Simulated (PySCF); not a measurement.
NMR shielding calculation of C6H11FOSi

C6H11FOSi, computed with GIAO PBE0/pcSseg-1 NMR shielding, non-relativistic, gas phase (PySCF 2.14.0).

The geometry comes from this level: GFN2-xTB. It belongs to a series of runs on one base structure; here: H on Si replaced by iPr. Figures and captions count atoms from 1; the log counts them from 0 in places.

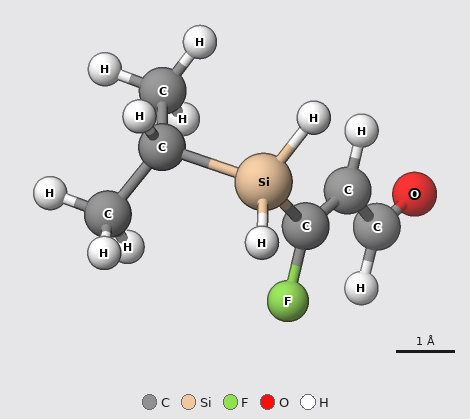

The structure (ball-and-stick view, seen at a tilt). Bond lengths as drawn: C–C 1.34 to 1.53 Å, C–F 1.35 Å, C–H 1.08 to 1.11 Å, C–O 1.21 Å, C–Si 1.91 Å and H–Si 1.46 Å.

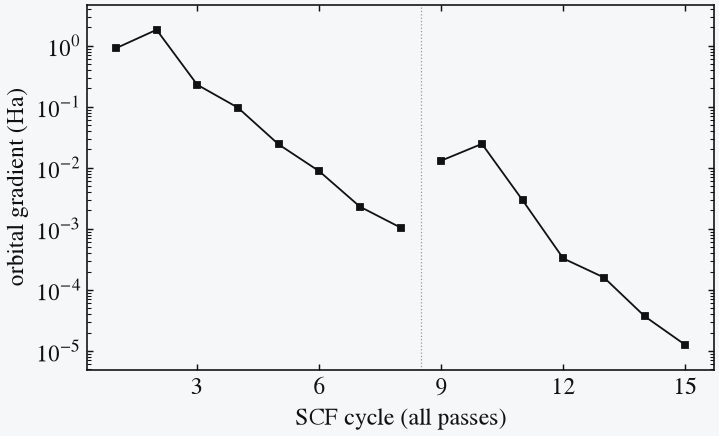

Convergence of the self-consistent field: orbital gradient against the SCF cycle. The dotted line marks the change from a coarse to the final integration grid. The first 8 cycles use a coarse grid, the final grid takes over at cycle 9, and the field converges after 15 cycles in all.

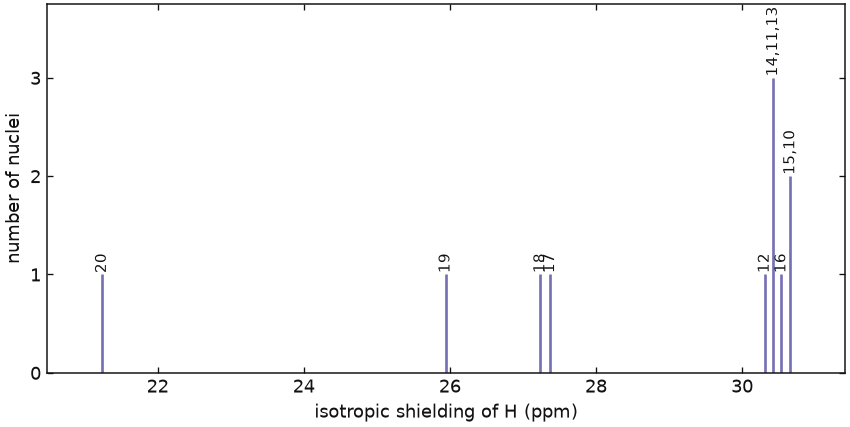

Isotropic shieldings of the hydrogen nuclei in this fixed geometry, labelled by atom number; shielding grows to the right, so chemical shift grows to the left. The least shielded is H20 (21.2 ppm), the most shielded H10 (30.7 ppm).

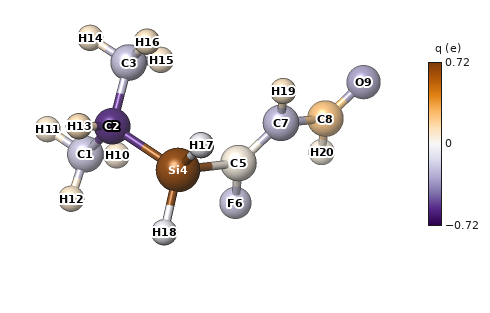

Mulliken charges, as the colour of each atom (ball-and-stick view, seen at a tilt; atoms are numbered from 1 in the order of the input). By element: C −0.61 to +0.29, Si +0.68, F −0.27, O −0.36 and H −0.06 to +0.15 e.

The input that produced these results follows, with the program's output.

**The input**
```
{"job": {"kind": "nmr", "xc": "PBE0", "basis": "pcSseg-1"}, "charge": 0, "multiplicity": 1}
C     -1.998668    -1.238711    -0.258442
C     -1.545150    -0.096675     0.651594
C     -1.532153     1.221994    -0.122096
Si     0.157691    -0.460707     1.448265
C      1.451808    -0.447297     0.048834
F      1.594248    -1.631059    -0.582792
C      2.174424     0.597299    -0.370365
C      3.128518     0.560574    -1.474319
O      3.775767     1.507352    -1.846849
H     -1.301401    -1.378724    -1.081810
H     -2.978263    -1.020370    -0.681523
H     -2.068018    -2.173163     0.293880
H     -2.280155    -0.002259     1.458567
H     -2.523427     1.438080    -0.517614
H     -0.839273     1.170918    -0.959798
H     -1.234159     2.049355     0.517949
H      0.543320     0.594674     2.386123
H      0.192907    -1.795663     2.044907
H      2.054783     1.541303     0.138767
H      3.222056    -0.426243    -1.964191
```

The first line tells a small driver script what to run in PySCF; the rest is the geometry in Å.

Run as:
```bash
OMP_NUM_THREADS=1 python <driver script> task.json out
```

**Output**
```
coarse grid: 17136 points
cycle   1  E = -698.9061369227  dE =  1.029e+00  |g| = 9.096e-01  |ddm| = 3.921e+00
cycle   2  E = -698.3742022732  dE =  5.319e-01  |g| = 1.828e+00  |ddm| = 3.210e+00
cycle   3  E = -699.0670565888  dE = -6.929e-01  |g| = 2.297e-01  |ddm| = 2.676e+00
cycle   4  E = -699.0773033044  dE = -1.025e-02  |g| = 9.672e-02  |ddm| = 2.855e-01
cycle   5  E = -699.0789730356  dE = -1.670e-03  |g| = 2.424e-02  |ddm| = 8.663e-02
cycle   6  E = -699.0790808636  dE = -1.078e-04  |g| = 8.793e-03  |ddm| = 2.454e-02
cycle   7  E = -699.0790958707  dE = -1.501e-05  |g| = 2.309e-03  |ddm| = 8.612e-03
cycle   8  E = -699.0790967363  dE = -8.656e-07  |g| = 1.049e-03  |ddm| = 2.661e-03
final grid: 161080 points
cycle   9  E = -699.1496112090  dE = -2.795e-05  |g| = 1.311e-02  |ddm| = 2.876e-02
cycle  10  E = -699.1495240666  dE =  8.714e-05  |g| = 2.469e-02  |ddm| = 3.204e-02
cycle  11  E = -699.1496461860  dE = -1.221e-04  |g| = 2.943e-03  |ddm| = 2.320e-02
cycle  12  E = -699.1496480554  dE = -1.869e-06  |g| = 3.276e-04  |ddm| = 2.627e-03
cycle  13  E = -699.1496480721  dE = -1.662e-08  |g| = 1.596e-04  |ddm| = 3.905e-04
cycle  14  E = -699.1496480763  dE = -4.213e-09  |g| = 3.703e-05  |ddm| = 1.262e-04
cycle  15  E = -699.1496480765  dE = -2.383e-10  |g| = 1.256e-05  |ddm| = 4.172e-05
converged SCF energy = -699.1496480765

GIAO shielding tensors (ppm)
atom      isotropic    diamagn.    paramagn.     s11        s22        s33       span
  0 C      165.971     248.254     -82.283    150.708    160.336    186.870     36.162
  1 C      170.469     252.254     -81.786    166.072    171.818    173.516      7.445
  2 C      166.538     249.899     -83.361    153.260    160.180    186.173     32.913
  3 Si     384.284     882.112    -497.828    360.127    379.437    413.289     53.162
  4 C       -7.325     258.634    -265.958   -111.559     17.792     71.794    183.353
  5 F      258.198     475.366    -217.167    121.340    201.169    452.086    330.746
  6 C       53.354     258.756    -205.402    -56.864     86.771    130.154    187.018
  7 C       -2.688     246.434    -249.123    -91.084    -25.144    108.163    199.247
  8 O     -370.352     392.724    -763.076  -1083.836   -416.249    389.029   1472.864
  9 H       30.660      32.032      -1.372     26.309     30.126     35.545      9.236
 10 H       30.424      29.941       0.483     25.909     27.896     37.467     11.558
 11 H       30.310      30.146       0.164     25.768     27.826     37.336     11.568
 12 H       30.439      31.713      -1.274     26.421     27.955     36.940     10.520
 13 H       30.411      30.897      -0.487     25.959     27.905     37.368     11.409
 14 H       30.660      33.477      -2.818     26.621     30.042     35.316      8.695
 15 H       30.538      32.029      -1.491     26.039     27.952     37.623     11.584
 16 H       27.372      30.690      -3.318     24.216     25.287     32.613      8.396
 17 H       27.238      30.016      -2.778     24.350     25.099     32.266      7.916
 18 H       25.941      33.909      -7.968     21.752     25.208     30.862      9.110
 19 H       21.237      27.384      -6.147     18.617     20.689     24.405      5.788
```

**Key numbers**

```csv
quantity,value
outcome,converged
total energy,−699.149648 hartree
HOMO,−7.42 eV
LUMO,−2.01 eV
dipole moment,4.11 D
"isotropic shielding, C",−7.3 to 170.5 ppm
"isotropic shielding, Si",384.3 ppm
"isotropic shielding, F",258.2 ppm
"isotropic shielding, O",−370.4 ppm
"isotropic shielding, H",21.2 to 30.7 ppm
hardware,"1 CPU thread, shared host"
wall time,79 s
peak memory,1 GiB
```
